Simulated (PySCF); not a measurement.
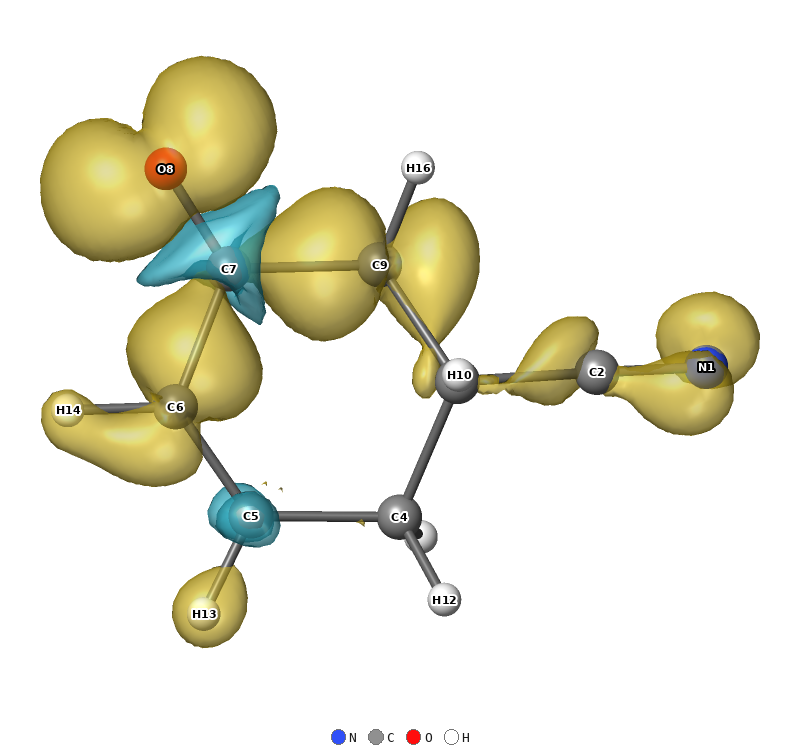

*C$_{7}$H$_{7}$NO (charge +1, doublet). Isosurfaces of the spin density at +0.015 (yellow) and −0.015 e/Å³ (cyan), seen across its widest extent.*

Geometry: GFN2-xTB.

Method: UKS B3LYP, pcH-1 on C H N O, non-relativistic, mean-field spin-orbit, GIAO in PySCF 2.14.0, density-fitted response routines.

```xyz
16

N     3.2554   -1.2095    0.2298
C     2.2147   -0.7673    0.3413
C     0.8749   -0.2195    0.4989
C    -0.1554   -1.3119    0.1840
C    -1.5024   -0.6970    0.0615
C    -1.7482    0.5900   -0.1487
C    -0.6961    1.6021   -0.3356
O    -0.8658    2.7663   -0.4731
C     0.7201    0.9781   -0.4139
H     0.7906    0.0890    1.5503
H     0.0743   -1.8155   -0.7636
H    -0.1535   -2.0836    0.9572
H    -2.3359   -1.3869    0.1505
H    -2.7486    1.0008   -0.2083
H     0.8401    0.6982   -1.4677
H     1.4279    1.7759   -0.1742
```

> Which atoms carry the spin?

The unpaired spin (1 electron) lies mostly on O8 (about 0.6), C9 (about 0.1), C6 (about 0.1) and C7 (about 0.1), in electrons by Hirshfeld's partition.
